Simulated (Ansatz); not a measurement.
Molecular dynamics, with input and output: BSiNH₅F₃ (part 1 of 2)

The run: molecular dynamics of BSiNH₅F₃. Method and program: RKS revPBE-d4/def2-SVP (Ansatz 0.2.0).

The geometry comes from this level: PBE0-D4/def2-TZVP. Figures and captions count atoms from 1; the log counts them from 0 in places.

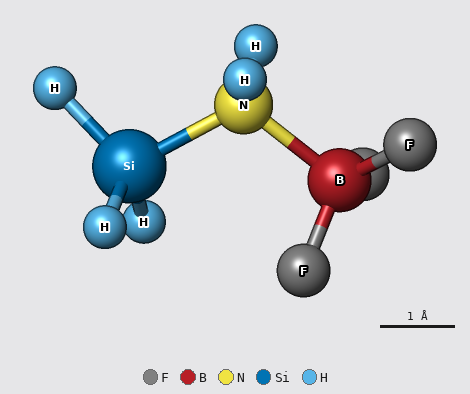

*The starting structure (ball-and-stick view, seen at a tilt).*

Bond lengths as drawn: B–F 1.37 to 1.38 Å, B–N 1.68 Å, H–N 1.02 Å, H–Si 1.47 to 1.48 Å and N–Si 1.81 Å.

Summary

- outcome: finished
- mean temperature over the second half: 312 K
- trajectory: 50 steps, 100 fs
- ensemble: nvt_nose_hoover
- temperature in the input: 500 K
- time step: 2 fs
- potential energy (last step): −18266.5402 eV
- mean-field energy (last step): −18265.8184 eV
- dispersion energy (last step): −0.7217 eV
- SCF solution under orbital rotations (last step): stable
- largest force (length of the vector) (last step): 1.670 eV/Å
- dipole moment (last step): 5.54 D
- hardware: 4 threads of Arm Neoverse V1, 23 GiB of memory available, shared host
- wall time: 61 s (CPU time 3.8 min)
- peak memory: 0.47 GiB

Notes

So short a trajectory is not equilibrated. The temperature stays far from the 500 K of the thermostat over the second half: the run isn't equilibrated.

Input
```yaml
crystal:
  periodic: [false, false, false]
  atoms:
    - {symbol: F, position_ang: [-1.587373, -1.500868, 0.055003]}
    - {symbol: B, position_ang: [-0.221757, -1.445079, -0.019553]}
    - {symbol: F, position_ang: [0.392666, -1.381104, 1.212221]}
    - {symbol: F, position_ang: [0.333096, -2.365582, -0.863177]}
    - {symbol: N, position_ang: [0.099678, 0.046373, -0.711436]}
    - {symbol: Si, position_ang: [0.159359, 1.356711, 0.535825]}
    - {symbol: H, position_ang: [-0.619106, 0.208456, -1.412318]}
    - {symbol: H, position_ang: [0.982064, -0.036738, -1.210853]}
    - {symbol: H, position_ang: [1.466582, 1.249273, 1.208755]}
    - {symbol: H, position_ang: [0.059517, 2.642234, -0.199499]}
    - {symbol: H, position_ang: [-0.999326, 1.169222, 1.425433]}
basis:
  gaussian: {orbitals: def2-SVP}
hamiltonian: {xc: {name: revPBE}, dispersion: d4}
md: {timestep: 2 fs, n_steps: 50, ensemble: nvt_nose_hoover, temperature: 500, initial_velocities: maxwell_boltzmann, seed: 38}
```

Launch command:
```bash
ansatz run in.yaml --threads 4 --pin off --events-out ev --progress --plain --max-ram 10444MiB
```

Log
```
Functional definition: revPBE
  name "revPBE"
  cite "Zhang & Yang, Phys. Rev. Lett. 80, 890 (1998) doi:10.1103/PhysRevLett.80.890"
  cite "Perdew, Burke & Ernzerhof, Phys. Rev. Lett. 77, 3865 (1996) doi:10.1103/PhysRevLett.77.3865"
  parameter kappa = 1.245
  parameter beta = 0.06672455060314922
  exchange = pbe_x(kappa = kappa, mu = beta*pi^2/3)
  correlation = pbe_c(beta = beta)
1256 factors; their error is unknown
mean field evaluation 1: about -18259.0452 eV, gradient 6.4e1 eV
mean field evaluation 2: about -18247.6997 eV, gradient 1.0e2 eV
mean field evaluation 4: about -18266.1140 eV, gradient 4.0e0 eV
mean field evaluation 8: about -18266.1426 eV, gradient 4.0e-2 eV
mean field evaluation 16: about -18266.0629 eV, gradient 5.9e-5 eV
mean field -18266.06293616 eV, -671.2654317218 hartree, gradient 5.9e-5 eV, S^2 0.000000; 0 other end points of the search recorded, 0 dependent functions left out
the calculation of the forces begins
reference -18266.06297989 eV, -671.2654333288 hartree; 29, 29 occupied and 84, 84 virtual orbitals, 1256 factors
md step     0: t =     0.00 fs  T =   500.0 K  F+E_penalty+E_count = -18266.78685015 eV  E_kin = 0.581670 eV  conserved = -18266.20518016 eV  (26 SCF iters)
these checks for a lower state are left out or cut short: starts, cluster_reference, orbital_swaps, neighbouring_geometries, increment
1256 factors; their error is unknown
mean field -18265.88163621 eV, -671.2587690714 hartree, gradient 2.2e-5 eV, S^2 0.000000; 0 other end points of the search recorded, 0 dependent functions left out
the calculation of the forces begins
reference -18265.88167965 eV, -671.2587706679 hartree; 29, 29 occupied and 84, 84 virtual orbitals, 1256 factors
md step     1: t =     2.00 fs  T =   373.2 K  F+E_penalty+E_count = -18266.60686176 eV  E_kin = 0.434149 eV  conserved = -18266.17272329 eV  (27 SCF iters, 7 dispersion substeps)
[... from here on the SCF iterations and repeated set-up lines of each step are left out, up to the last step ...]
md step     2: t =     4.00 fs  T =   297.1 K  F+E_penalty+E_count = -18266.51858673 eV  E_kin = 0.345580 eV  conserved = -18266.17309946 eV  (29 SCF iters, 7 dispersion substeps)
md step     3: t =     6.00 fs  T =   311.9 K  F+E_penalty+E_count = -18266.54984045 eV  E_kin = 0.362832 eV  conserved = -18266.18728872 eV  (28 SCF iters, 7 dispersion substeps)
md step     4: t =     8.00 fs  T =   262.0 K  F+E_penalty+E_count = -18266.48625956 eV  E_kin = 0.304827 eV  conserved = -18266.18199049 eV  (30 SCF iters, 7 dispersion substeps)
md step     5: t =    10.00 fs  T =   195.1 K  F+E_penalty+E_count = -18266.39182207 eV  E_kin = 0.226985 eV  conserved = -18266.16571630 eV  (30 SCF iters, 7 dispersion substeps)
md step     6: t =    12.00 fs  T =   235.1 K  F+E_penalty+E_count = -18266.45270661 eV  E_kin = 0.273539 eV  conserved = -18266.18047389 eV  (29 SCF iters, 7 dispersion substeps)
md step     7: t =    14.00 fs  T =   282.2 K  F+E_penalty+E_count = -18266.51305030 eV  E_kin = 0.328335 eV  conserved = -18266.18666239 eV  (30 SCF iters, 7 dispersion substeps)
md step     8: t =    16.00 fs  T =   239.0 K  F+E_penalty+E_count = -18266.46106076 eV  E_kin = 0.278095 eV  conserved = -18266.18566748 eV  (29 SCF iters, 7 dispersion substeps)
md step     9: t =    18.00 fs  T =   191.1 K  F+E_penalty+E_count = -18266.37779082 eV  E_kin = 0.222351 eV  conserved = -18266.15886934 eV  (28 SCF iters, 7 dispersion substeps)
md step    10: t =    20.00 fs  T =   326.6 K  F+E_penalty+E_count = -18266.56801876 eV  E_kin = 0.379960 eV  conserved = -18266.19251684 eV  (30 SCF iters, 7 dispersion substeps)
md step    11: t =    22.00 fs  T =   371.3 K  F+E_penalty+E_count = -18266.62280529 eV  E_kin = 0.431965 eV  conserved = -18266.19680085 eV  (29 SCF iters, 7 dispersion substeps)
md step    12: t =    24.00 fs  T =   230.8 K  F+E_penalty+E_count = -18266.42973716 eV  E_kin = 0.268519 eV  conserved = -18266.16855855 eV  (31 SCF iters, 7 dispersion substeps)
md step    13: t =    26.00 fs  T =   166.8 K  F+E_penalty+E_count = -18266.35803266 eV  E_kin = 0.194014 eV  conserved = -18266.17237106 eV  (30 SCF iters, 7 dispersion substeps)
md step    14: t =    28.00 fs  T =   208.2 K  F+E_penalty+E_count = -18266.40210312 eV  E_kin = 0.242212 eV  conserved = -18266.16932038 eV  (29 SCF iters, 7 dispersion substeps)
md step    15: t =    30.00 fs  T =   304.5 K  F+E_penalty+E_count = -18266.54054284 eV  E_kin = 0.354289 eV  conserved = -18266.19730141 eV  (30 SCF iters, 7 dispersion substeps)
md step    16: t =    32.00 fs  T =   267.7 K  F+E_penalty+E_count = -18266.47525363 eV  E_kin = 0.311428 eV  conserved = -18266.17679387 eV  (28 SCF iters, 7 dispersion substeps)
md step    17: t =    34.00 fs  T =   279.6 K  F+E_penalty+E_count = -18266.47808194 eV  E_kin = 0.325317 eV  conserved = -18266.16769853 eV  (28 SCF iters, 7 dispersion substeps)
md step    18: t =    36.00 fs  T =   384.4 K  F+E_penalty+E_count = -18266.63032827 eV  E_kin = 0.447197 eV  conserved = -18266.20059518 eV  (28 SCF iters, 7 dispersion substeps)
md step    19: t =    38.00 fs  T =   348.1 K  F+E_penalty+E_count = -18266.55844827 eV  E_kin = 0.404986 eV  conserved = -18266.17381971 eV  (28 SCF iters, 7 dispersion substeps)
md step    20: t =    40.00 fs  T =   308.4 K  F+E_penalty+E_count = -18266.51049455 eV  E_kin = 0.358792 eV  conserved = -18266.17476022 eV  (28 SCF iters, 7 dispersion substeps)
md step    21: t =    42.00 fs  T =   327.9 K  F+E_penalty+E_count = -18266.52668377 eV  E_kin = 0.381496 eV  conserved = -18266.17099090 eV  (29 SCF iters, 7 dispersion substeps)
md step    22: t =    44.00 fs  T =   392.8 K  F+E_penalty+E_count = -18266.62130816 eV  E_kin = 0.457003 eV  conserved = -18266.19335051 eV  (28 SCF iters, 7 dispersion substeps)
md step    23: t =    46.00 fs  T =   307.3 K  F+E_penalty+E_count = -18266.50988749 eV  E_kin = 0.357514 eV  conserved = -18266.18466395 eV  (28 SCF iters, 7 dispersion substeps)
md step    24: t =    48.00 fs  T =   156.2 K  F+E_penalty+E_count = -18266.31253761 eV  E_kin = 0.181748 eV  conserved = -18266.16532222 eV  (28 SCF iters, 7 dispersion substeps)
md step    25: t =    50.00 fs  T =   169.1 K  F+E_penalty+E_count = -18266.33395088 eV  E_kin = 0.196704 eV  conserved = -18266.17346798 eV  (29 SCF iters, 7 dispersion substeps)
md step    26: t =    52.00 fs  T =   266.6 K  F+E_penalty+E_count = -18266.45849650 eV  E_kin = 0.310166 eV  conserved = -18266.18696132 eV  (29 SCF iters, 7 dispersion substeps)
md step    27: t =    54.00 fs  T =   276.1 K  F+E_penalty+E_count = -18266.46071318 eV  E_kin = 0.321162 eV  conserved = -18266.18131820 eV  (30 SCF iters, 7 dispersion substeps)
md step    28: t =    56.00 fs  T =   249.2 K  F+E_penalty+E_count = -18266.41365662 eV  E_kin = 0.289879 eV  conserved = -18266.16870826 eV  (29 SCF iters, 7 dispersion substeps)
md step    29: t =    58.00 fs  T =   273.7 K  F+E_penalty+E_count = -18266.44920073 eV  E_kin = 0.318457 eV  conserved = -18266.17896197 eV  (30 SCF iters, 7 dispersion substeps)
md step    30: t =    60.00 fs  T =   306.4 K  F+E_penalty+E_count = -18266.47716853 eV  E_kin = 0.356494 eV  conserved = -18266.17268216 eV  (29 SCF iters, 7 dispersion substeps)
md step    31: t =    62.00 fs  T =   345.9 K  F+E_penalty+E_count = -18266.53604359 eV  E_kin = 0.402362 eV  conserved = -18266.19008531 eV  (29 SCF iters, 7 dispersion substeps)
md step    32: t =    64.00 fs  T =   324.5 K  F+E_penalty+E_count = -18266.48005881 eV  E_kin = 0.377493 eV  conserved = -18266.16360705 eV  (28 SCF iters, 7 dispersion substeps)
md step    33: t =    66.00 fs  T =   375.5 K  F+E_penalty+E_count = -18266.56296611 eV  E_kin = 0.436865 eV  conserved = -18266.19211282 eV  (28 SCF iters, 7 dispersion substeps)
md step    34: t =    68.00 fs  T =   332.8 K  F+E_penalty+E_count = -18266.49776896 eV  E_kin = 0.387173 eV  conserved = -18266.18174105 eV  (29 SCF iters, 7 dispersion substeps)
md step    35: t =    70.00 fs  T =   217.0 K  F+E_penalty+E_count = -18266.34171603 eV  E_kin = 0.252485 eV  conserved = -18266.16445802 eV  (29 SCF iters, 7 dispersion substeps)
md step    36: t =    72.00 fs  T =   198.6 K  F+E_penalty+E_count = -18266.32372284 eV  E_kin = 0.231038 eV  conserved = -18266.17111037 eV  (29 SCF iters, 7 dispersion substeps)
md step    37: t =    74.00 fs  T =   279.8 K  F+E_penalty+E_count = -18266.40747484 eV  E_kin = 0.325551 eV  conserved = -18266.16416767 eV  (28 SCF iters, 7 dispersion substeps)
md step    38: t =    76.00 fs  T =   424.2 K  F+E_penalty+E_count = -18266.60031635 eV  E_kin = 0.493528 eV  conserved = -18266.19478940 eV  (29 SCF iters, 7 dispersion substeps)
md step    39: t =    78.00 fs  T =   392.0 K  F+E_penalty+E_count = -18266.54338774 eV  E_kin = 0.456056 eV  conserved = -18266.18207615 eV  (28 SCF iters, 7 dispersion substeps)
md step    40: t =    80.00 fs  T =   329.2 K  F+E_penalty+E_count = -18266.44381830 eV  E_kin = 0.382944 eV  conserved = -18266.16164177 eV  (28 SCF iters, 7 dispersion substeps)
md step    41: t =    82.00 fs  T =   383.8 K  F+E_penalty+E_count = -18266.52077972 eV  E_kin = 0.446476 eV  conserved = -18266.18111167 eV  (28 SCF iters, 7 dispersion substeps)
md step    42: t =    84.00 fs  T =   420.8 K  F+E_penalty+E_count = -18266.55760385 eV  E_kin = 0.489577 eV  conserved = -18266.18171526 eV  (28 SCF iters, 7 dispersion substeps)
md step    43: t =    86.00 fs  T =   372.7 K  F+E_penalty+E_count = -18266.49063295 eV  E_kin = 0.433546 eV  conserved = -18266.17759577 eV  (29 SCF iters, 7 dispersion substeps)
md step    44: t =    88.00 fs  T =   285.3 K  F+E_penalty+E_count = -18266.37013071 eV  E_kin = 0.331865 eV  conserved = -18266.16447677 eV  (29 SCF iters, 7 dispersion substeps)
md step    45: t =    90.00 fs  T =   279.9 K  F+E_penalty+E_count = -18266.36993223 eV  E_kin = 0.325628 eV  conserved = -18266.17548316 eV  (30 SCF iters, 7 dispersion substeps)
md step    46: t =    92.00 fs  T =   272.9 K  F+E_penalty+E_count = -18266.35911087 eV  E_kin = 0.317459 eV  conserved = -18266.17776275 eV  (28 SCF iters, 7 dispersion substeps)
md step    47: t =    94.00 fs  T =   211.4 K  F+E_penalty+E_count = -18266.27660949 eV  E_kin = 0.245963 eV  conserved = -18266.17113983 eV  (29 SCF iters, 7 dispersion substeps)
md step    48: t =    96.00 fs  T =   241.9 K  F+E_penalty+E_count = -18266.29433441 eV  E_kin = 0.281404 eV  conserved = -18266.15759721 eV  (29 SCF iters, 7 dispersion substeps)
md step    49: t =    98.00 fs  T =   430.2 K  F+E_penalty+E_count = -18266.54124251 eV  E_kin = 0.500458 eV  conserved = -18266.19170132 eV  (29 SCF iters, 7 dispersion substeps)
these checks for a lower state are left out or cut short: starts, cluster_reference, orbital_swaps, neighbouring_geometries, increment
1256 factors; their error is unknown
mean field -18265.81840121 eV, -671.2564452281 hartree, gradient 8.3e-6 eV, S^2 0.000000; 0 other end points of the search recorded, 0 dependent functions left out
the calculation of the forces begins
reference -18265.81844521 eV, -671.2564468451 hartree; 29, 29 occupied and 84, 84 virtual orbitals, 1256 factors
1256 factors; their error is unknown
mean field evaluation 416: about -18265.8992 eV, gradient 1.4e-1 eV
mean field -18265.81840121 eV, -671.2564452281 hartree, gradient 1.0e-5 eV, S^2 0.000000; 1 other end points of the search recorded, 0 dependent functions left out
the calculation of the forces begins
reference -18265.81844521 eV, -671.2564468451 hartree; 29, 29 occupied and 84, 84 virtual orbitals, 1256 factors
md step    50: t =   100.00 fs  T =   442.3 K  F+E_penalty+E_count = -18266.54012304 eV  E_kin = 0.514566 eV  conserved = -18266.18455287 eV  (28 SCF iters, 7 dispersion substeps)
```

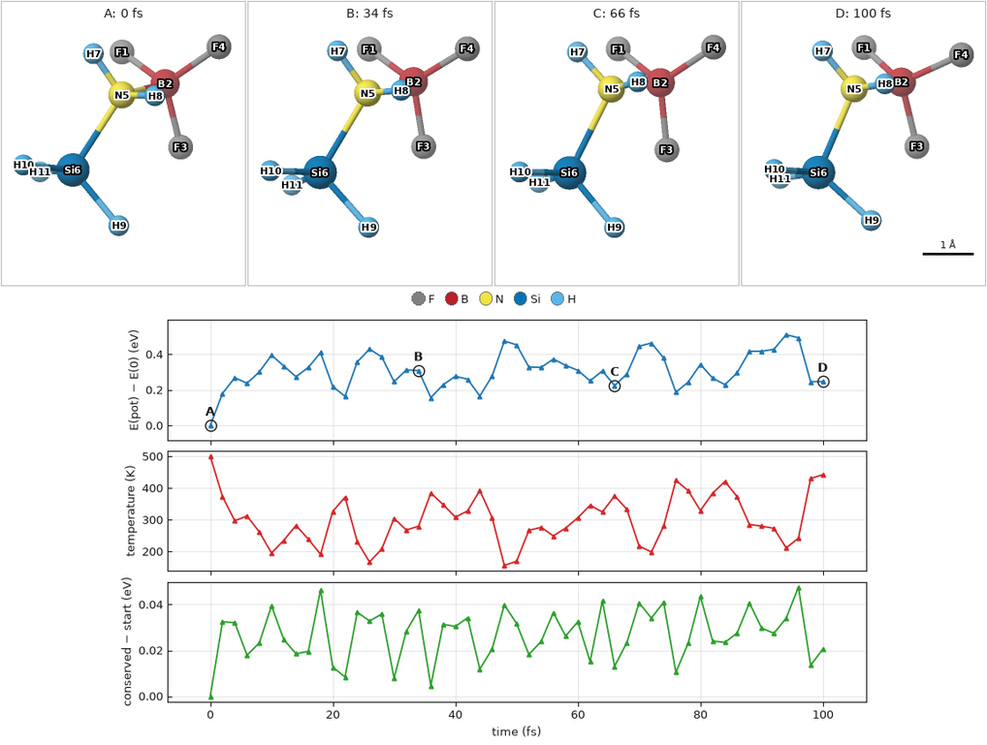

*Frames of the molecular dynamics (ball-and-stick, seen at a tilt) above the curves, on which the letters mark them.*

The trajectory kept here has 51 frames over 100 fs. The temperature starts at 500 K, ranges from 156 to 500 K and averages 312 K over the second half. The potential energy ends 0.247 eV above its first value. The conserved quantity stays within 0.048 eV. After an unweighted best fit of the last frame on the first, the root-mean-square displacement is 0.18 Å, and F4 has moved furthest (0.34 Å).

```
Total energy: -18266.54016705 eV, -671.2829696333 hartree
Atom 0 at    -1.651599    -1.594534     0.024135 Å, force    -0.514917    -0.317978    -0.076167 eV/Å
Atom 1 at    -0.303680    -1.407072    -0.034811 Å, force     1.099179    -0.887989    -0.423500 eV/Å
Atom 2 at     0.327127    -1.330185     1.203080 Å, force    -0.182364     0.753228     0.778165 eV/Å
Atom 3 at     0.482215    -2.293748    -0.792971 Å, force    -0.762557     0.113676    -0.456800 eV/Å
Atom 4 at    -0.106523     0.074123    -0.751044 Å, force     1.109467    -0.022504     0.134846 eV/Å
Atom 5 at     0.275055     1.305635     0.553985 Å, force    -0.225425     1.407855    -0.869071 eV/Å
Atom 6 at    -0.815147     0.334372    -1.423390 Å, force    -1.083037     0.182017    -0.134513 eV/Å
Atom 7 at     0.710860    -0.003407    -1.366454 Å, force     0.467862    -0.228078     0.020965 eV/Å
Atom 8 at     1.646326     1.073724     1.052479 Å, force     0.110825    -0.210412     0.251931 eV/Å
Atom 9 at     0.405734     2.656786    -0.305589 Å, force    -0.360615    -0.965040     0.871216 eV/Å
Atom 10 at    -0.902463     1.252636     1.493379 Å, force     0.341581     0.175224    -0.097074 eV/Å
Dipole moment:     0.107930     1.082052    -0.387490 e Å
```

Trajectory as extended XYZ (Å, eV, eV/Å), 19 of the 51 frames kept, from step=0 to step=50
```
11
Properties=species:S:1:pos:R:3:forces:R:3 step=0 time_fs=0.0 energy=-18266.78685 temperature=500.0
F    -1.5874   -1.5009    0.0550   -0.7087   0.0197   0.0150
B    -0.2218   -1.4451   -0.0196   -0.0762  -0.0645  -0.0106
F     0.3927   -1.3811    1.2122    0.3543   0.0973   0.6730
F     0.3331   -2.3656   -0.8632    0.3368  -0.4440  -0.4869
N     0.0997    0.0464   -0.7114   -0.0305  -0.0691   0.0898
Si    0.1594    1.3567    0.5358    0.0400   0.1808   0.2911
H    -0.6191    0.2085   -1.4123   -0.4115   0.0718  -0.4356
H     0.9821   -0.0367   -1.2109    0.4931  -0.0689  -0.3263
H     1.4666    1.2493    1.2088    0.2942   0.0029   0.1527
H     0.0595    2.6422   -0.1995   -0.0228   0.2988  -0.1563
H    -0.9993    1.1692    1.4254   -0.2686  -0.0248   0.1941
```
